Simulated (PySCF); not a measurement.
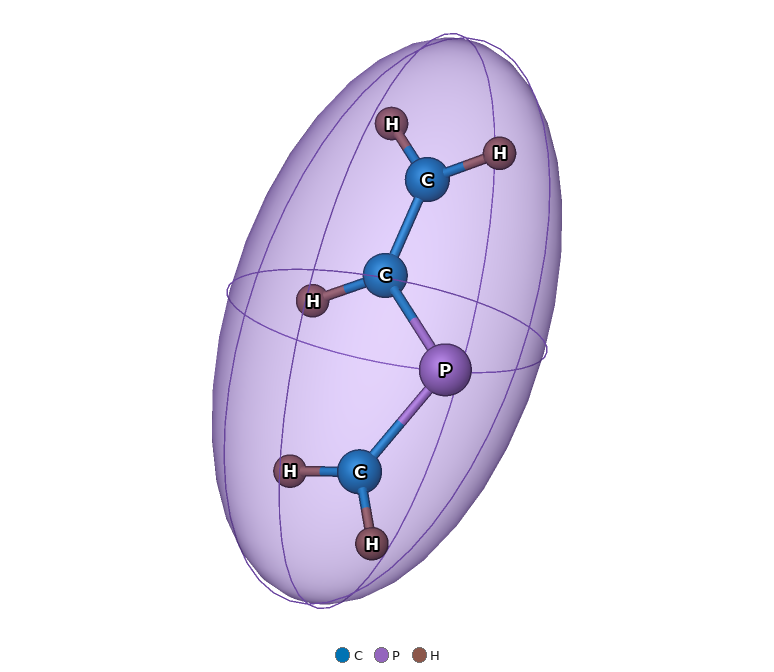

The ellipsoid shows the static dipole polarisability: its half-axes are proportional to the principal values. Computed geometry: GFN2-xTB optimisation. No frequency run is at hand to confirm it as a minimum. Computed with B3LYP/def2-SVPD (PySCF 2.14.0).

Give the principal values, the mean and the anisotropy.

Principal values 42.9, 57.5, 98.6 bohr³; mean 66.3 bohr³ (9.83 Å³); anisotropy 50.0 bohr³, so the longest axis is 2.30 times the shortest.

The geometry is semi-empirical. Around P such bond lengths and angles can be off by a tenth of an ångström or more and by several degrees, and values that hang on the shape move with them.
